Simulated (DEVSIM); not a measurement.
Device: Schottky contact on n-type GaAs, at 300 K.

```csv
layer (left to right),material,thickness (μm),Nd (cm⁻³),τn (s),τp (s)
1,GaAs,0.120,1.3e16,3e-10,3e-10
```

Left contact: Schottky, work function 5.04 eV, emission velocity 1.1e7 cm/s. Right contact: ohmic. Voltage is applied to the left contact. Recombination: SRH at mid-gap. Mobility is μmin + (μ − μmin)/(1 + (N/Nref)^α).

Constants are typed, rounded textbook-type inputs, not results; the design itself was drawn at random and stands for no fabricated device. Values at 300 K.

```tsv
parameter	GaAs
gap (eV)	1.424
affinity (eV)	4.07
permittivity	12.9
Nc (cm⁻³)	4.7e17
Nv (cm⁻³)	9e18
μn (cm²/Vs)	8500
μp (cm²/Vs)	400
μn,min	500
μp,min	20
Nref,n	6e16
Nref,p	1.5e17
αn	0.39
αp	0.38
```

Simulated with DEVSIM: 1D drift-diffusion, Boltzmann statistics, complete ionisation; no tunnelling, impact ionisation, image-force lowering or self-heating. Metal contacts follow the ideal Schottky-Mott rule: no Fermi-level pinning, no interface dipoles.

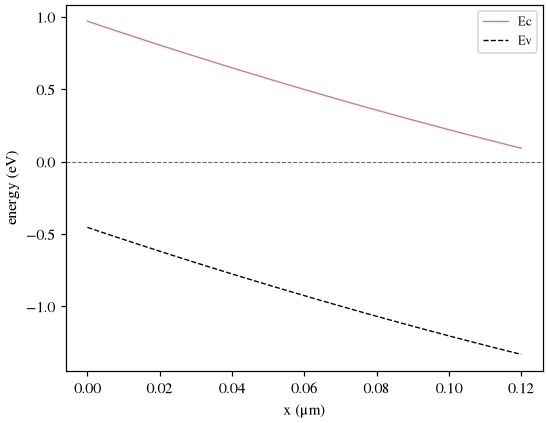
Fig. 1. Band edges at zero bias

Energies count from the Fermi level of the right contact; mesh points crowd at the junctions.

```json
[
 {"x (μm)": "0.000", "Ec (eV)": "0.970", "Ev (eV)": "-0.454", "n (cm⁻³)": "< 1e2", "p (cm⁻³)": "2.1e11", "field (V/cm)": "-84000"},
 {"x (μm)": "0.003073", "Ec (eV)": "0.944", "Ev (eV)": "-0.480", "n (cm⁻³)": "< 1e2", "p (cm⁻³)": "7.9e10", "field (V/cm)": "-83000"},
 {"x (μm)": "0.007532", "Ec (eV)": "0.907", "Ev (eV)": "-0.517", "n (cm⁻³)": "270", "p (cm⁻³)": "1.9e10", "field (V/cm)": "-83000"},
 {"x (μm)": "0.01117", "Ec (eV)": "0.877", "Ev (eV)": "-0.547", "n (cm⁻³)": "860", "p (cm⁻³)": "5.9e9", "field (V/cm)": "-82000"},
 {"x (μm)": "0.01644", "Ec (eV)": "0.834", "Ev (eV)": "-0.590", "n (cm⁻³)": "4500", "p (cm⁻³)": "1.1e9", "field (V/cm)": "-81000"},
 {"x (μm)": "0.02225", "Ec (eV)": "0.788", "Ev (eV)": "-0.636", "n (cm⁻³)": "28000", "p (cm⁻³)": "1.8e8", "field (V/cm)": "-80000"},
 {"x (μm)": "0.02698", "Ec (eV)": "0.750", "Ev (eV)": "-0.674", "n (cm⁻³)": "120000", "p (cm⁻³)": "4.3e7", "field (V/cm)": "-79000"},
 {"x (μm)": "0.03385", "Ec (eV)": "0.696", "Ev (eV)": "-0.728", "n (cm⁻³)": "950000", "p (cm⁻³)": "5300000", "field (V/cm)": "-78000"},
 {"x (μm)": "0.04141", "Ec (eV)": "0.638", "Ev (eV)": "-0.786", "n (cm⁻³)": "9100000", "p (cm⁻³)": "560000", "field (V/cm)": "-76000"},
 {"x (μm)": "0.04758", "Ec (eV)": "0.591", "Ev (eV)": "-0.833", "n (cm⁻³)": "5.6e7", "p (cm⁻³)": "91000", "field (V/cm)": "-75000"},
 {"x (μm)": "0.05421", "Ec (eV)": "0.541", "Ev (eV)": "-0.883", "n (cm⁻³)": "3.8e8", "p (cm⁻³)": "13000", "field (V/cm)": "-74000"},
 {"x (μm)": "0.06474", "Ec (eV)": "0.464", "Ev (eV)": "-0.960", "n (cm⁻³)": "7.5e9", "p (cm⁻³)": "680", "field (V/cm)": "-72000"},
 {"x (μm)": "0.07144", "Ec (eV)": "0.416", "Ev (eV)": "-1.008", "n (cm⁻³)": "4.8e10", "p (cm⁻³)": "110", "field (V/cm)": "-71000"},
 {"x (μm)": "0.07768", "Ec (eV)": "0.372", "Ev (eV)": "-1.052", "n (cm⁻³)": "2.6e11", "p (cm⁻³)": "< 1e2", "field (V/cm)": "-70000"},
 {"x (μm)": "0.08712", "Ec (eV)": "0.307", "Ev (eV)": "-1.117", "n (cm⁻³)": "3.2e12", "p (cm⁻³)": "< 1e2", "field (V/cm)": "-68000"},
 {"x (μm)": "0.09227", "Ec (eV)": "0.272", "Ev (eV)": "-1.152", "n (cm⁻³)": "1.2e13", "p (cm⁻³)": "< 1e2", "field (V/cm)": "-67000"},
 {"x (μm)": "0.09706", "Ec (eV)": "0.240", "Ev (eV)": "-1.184", "n (cm⁻³)": "4.3e13", "p (cm⁻³)": "< 1e2", "field (V/cm)": "-66000"},
 {"x (μm)": "0.1029", "Ec (eV)": "0.202", "Ev (eV)": "-1.222", "n (cm⁻³)": "1.9e14", "p (cm⁻³)": "< 1e2", "field (V/cm)": "-65000"},
 {"x (μm)": "0.1083", "Ec (eV)": "0.167", "Ev (eV)": "-1.257", "n (cm⁻³)": "7.3e14", "p (cm⁻³)": "< 1e2", "field (V/cm)": "-64000"},
 {"x (μm)": "0.1119", "Ec (eV)": "0.144", "Ev (eV)": "-1.280", "n (cm⁻³)": "1.8e15", "p (cm⁻³)": "< 1e2", "field (V/cm)": "-64000"},
 {"x (μm)": "0.1164", "Ec (eV)": "0.115", "Ev (eV)": "-1.309", "n (cm⁻³)": "5.5e15", "p (cm⁻³)": "< 1e2", "field (V/cm)": "-63000"},
 {"x (μm)": "0.1200", "Ec (eV)": "0.093", "Ev (eV)": "-1.331", "n (cm⁻³)": "1.3e16", "p (cm⁻³)": "< 1e2", "field (V/cm)": "-63000"}
]
```
